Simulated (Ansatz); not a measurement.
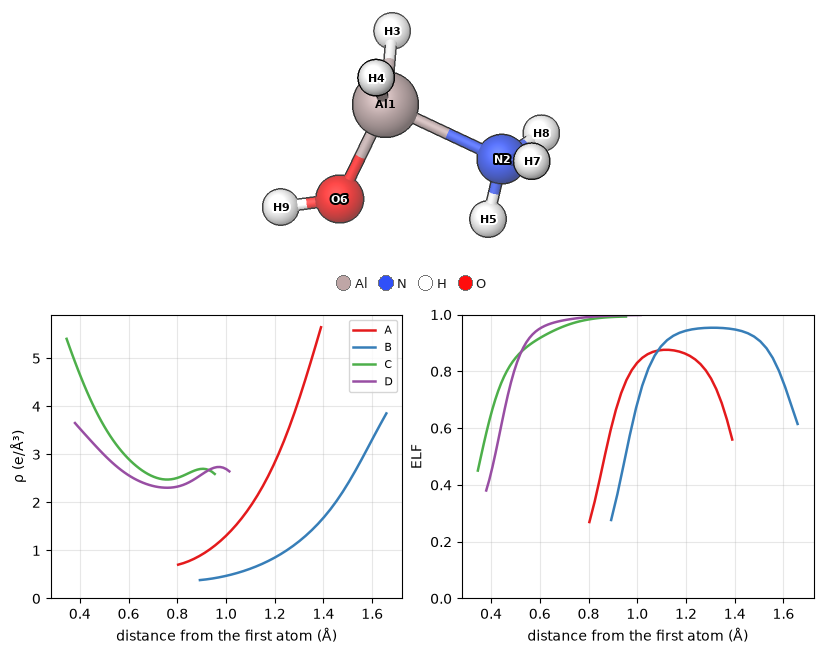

The picture shows: AlH$_{6}$NO. Total electron density and ELF along straight lines between neighbouring atoms. The curves leave out the atomic cores. The structure is drawn too.

The product side of a reaction path; geometry: PBE0-D4/def2-TZVP.

Theory: RKS PBE0-D4/def2-TZVPP (Ansatz).

Input

```
crystal:
  periodic: [false, false, false]
  atoms:
    - {symbol: Al, position_ang: [0.033725, -0.808813, 0.401820]}
    - {symbol: N, position_ang: [-0.504238, 1.115097, -0.015171]}
    - {symbol: H, position_ang: [-1.333648, -1.620248, 0.205916]}
    - {symbol: H, position_ang: [0.636329, -0.705646, 1.882598]}
    - {symbol: H, position_ang: [0.079995, 1.332341, -0.819650]}
    - {symbol: O, position_ang: [1.153740, -0.787064, -0.926169]}
    - {symbol: H, position_ang: [-0.294501, 1.773376, 0.726637]}
    - {symbol: H, position_ang: [-1.476564, 1.224834, -0.279995]}
    - {symbol: H, position_ang: [1.705164, -1.523978, -1.175984]}
basis:
  gaussian: {orbitals: def2-TZVPP}
hamiltonian: {xc: pbe0, dispersion: d4}
output: {orbitals: {seedname: orbitals}}
```

Run with:

```sh
ansatz run in.yaml --threads 2 --pin off --events-out ev --progress --plain --max-ram 4352MiB
```

Which curve belongs to which contact (Al–N, Al–O, N–H and O–H)? The first atom named is at distance zero.

Answer. Curve A: Al–O (1.74 Å): ρ at the midpoint is about 0.83 e/Å³; the ELF peaks at about 0.90 in the valence shell of O, 0.6 Å from its nucleus, and is about 0.50 at the midpoint. Curve B: Al–N (2.04 Å): ρ is about 0.5 e/Å³ halfway; the ELF peaks at about 0.95 in the valence shell of N, 0.7 Å from its nucleus, and is about 0.75 at the midpoint. Curve C: O–H (0.95 Å): ρ at the midpoint is about 3.8 e/Å³; the ELF climbs to about 1 towards the hydrogen, as it does in any bond to H; an ordinary covalent bond to hydrogen. Curve D: N–H (1.01 Å): ρ at the midpoint is about 3 e/Å³; the ELF climbs to about 1 towards the hydrogen; a covalent bond by its length.
